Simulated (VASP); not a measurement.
Band structure of LiZn (space group Fd-3m). Calculation: PBEsol GGA, VASP's PBE PAW potentials (set 64) (plane waves; VASP).

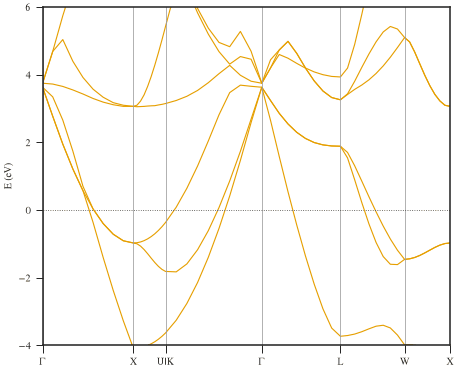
Bands along high-symmetry lines, zero at the valence-band maximum or, without a gap, the Fermi level

Question: Read the plot: is there a gap, and where are the band edges?

Answer: It has no gap at this level: it comes out as a metal or semimetal.

The structure comes from a computed database's LiZn entry (Fd-3m); how it stands against other phases isn't given here. The cell was not relaxed at this level.
